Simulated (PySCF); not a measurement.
## Electronic structure of C8H23ClF2OSi5 in real space

The calculation's input:

```
{"job": {"xc": "mPW1PW91", "basis": "6-31G*", "kind": "nmr", "pop": true}, "charge": 0, "multiplicity": 1}
F      2.140318    -3.897757     0.549352
Si     1.091959    -2.698288     0.295165
F      1.008587    -2.110523     1.795001
C      1.902274    -1.391448    -0.806672
C      3.091160    -0.705592    -0.109594
Si     3.591610     0.944292    -0.927751
Cl     3.994049     0.608734    -2.889054
C      2.122862     2.152004    -0.806303
C      1.715450     2.471314     0.638135
Si    -0.067728     3.137042     0.780623
C     -1.238866     1.830427     0.036635
C     -1.076649     0.443822     0.668999
Si    -1.993573    -0.900397    -0.314258
O     -3.587441    -0.578642    -0.291701
Si    -4.862032     0.421942    -0.233641
C     -1.789153    -2.654575     0.385744
C     -0.586548    -3.417380    -0.182181
H      2.252580    -1.836297    -1.738591
H      1.157550    -0.647932    -1.091223
H      3.930585    -1.400447    -0.084603
H      2.839310    -0.510635     0.933114
H      4.803047     1.481561    -0.302496
H      2.343385     3.085978    -1.325430
H      1.273639     1.714257    -1.336804
H      2.427419     3.180913     1.059073
H      1.796644     1.572909     1.251690
H     -0.381531     3.365350     2.196771
H     -0.196613     4.393362     0.029245
H     -2.278045     2.144635     0.143456
H     -1.064981     1.759575    -1.039411
H     -1.447974     0.480367     1.694780
H     -0.019773     0.193964     0.743134
H     -1.611246    -0.849696    -1.736875
H     -6.004001    -0.461118    -0.447503
H     -4.711937     1.419518    -1.293074
H     -4.878790     1.060815     1.082655
H     -1.702218    -2.619780     1.472175
H     -2.695429    -3.221421     0.166818
H     -0.619958    -4.448670     0.179305
H     -0.684608    -3.472488    -1.266815
```

Command:

```sh
OMP_NUM_THREADS=1 python ens_run.py task.json out
```

Geometry: GFN2-xTB.

All numbers below come from mPW1PW91/6-31G*, SCF density, gas phase, non-relativistic (PySCF).

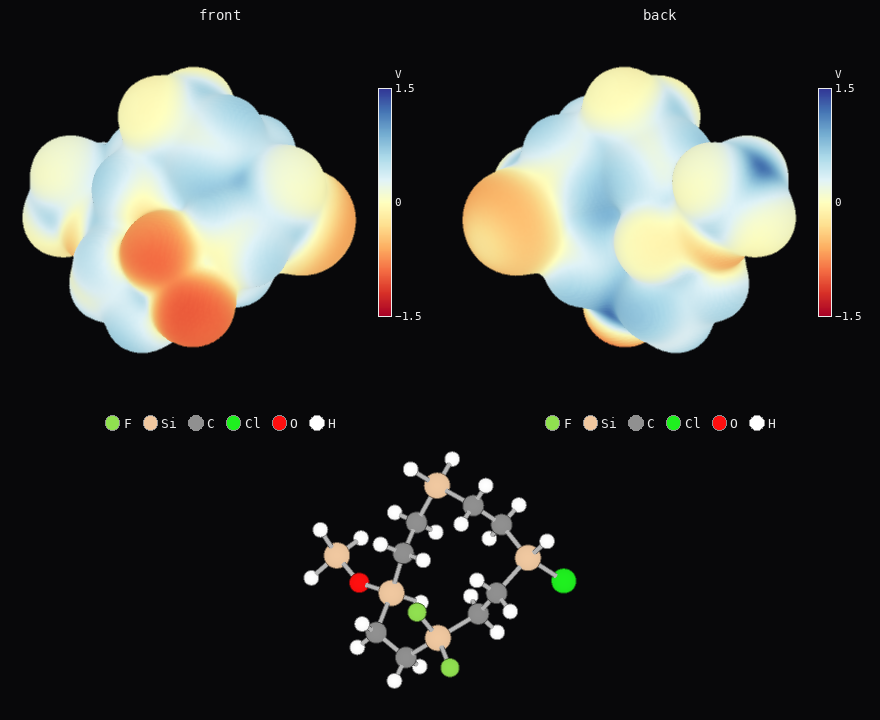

Figure 1. The molecular electrostatic potential painted on the density surface at 0.001 e/bohr³, seen from the front and from behind; red is negative and blue positive. The bare structure is drawn below in the same view.

### Which sites attract a positive test charge, and which a negative one?

A positive charge is drawn to the negative regions and a negative charge to the positive ones. The most negative region (about −1.0 V) lies over F1, the most positive (about +1.1 V) over Si2 and Si15.

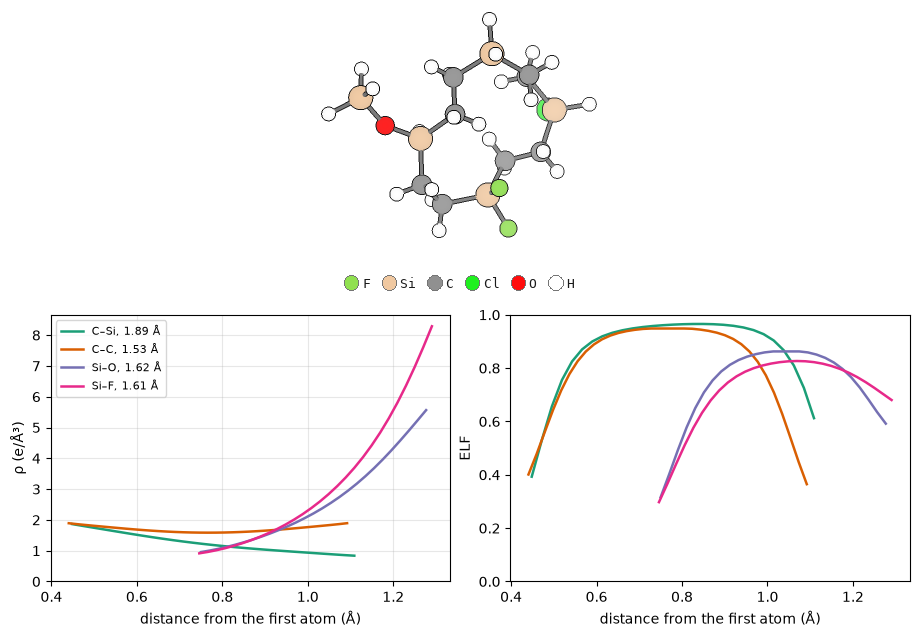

Figure 2. Total electron density and ELF along straight lines between neighbouring atoms. The curves leave out the atomic cores. The structure is drawn too.

### What can be read from the curves?

C–Si (1.89 Å): ρ is about 0.99 e/Å³ halfway; the ELF peaks at about 0.95 between the atoms: a shared electron pair.
C–C (1.53 Å): ρ at the midpoint is about 1.6 e/Å³; the ELF peaks at about 0.95 between the atoms (a shared electron pair).
Si–O (1.62 Å): ρ is about 1.1 e/Å³ halfway; the ELF peaks at about 0.85 between the atoms: a polar covalent bond.
Si–F (1.61 Å): ρ at the midpoint is about 1.1 e/Å³; the ELF peaks at about 0.85 in the valence shell of F, 0.5 Å from its nucleus, and is about 0.50 at the midpoint.
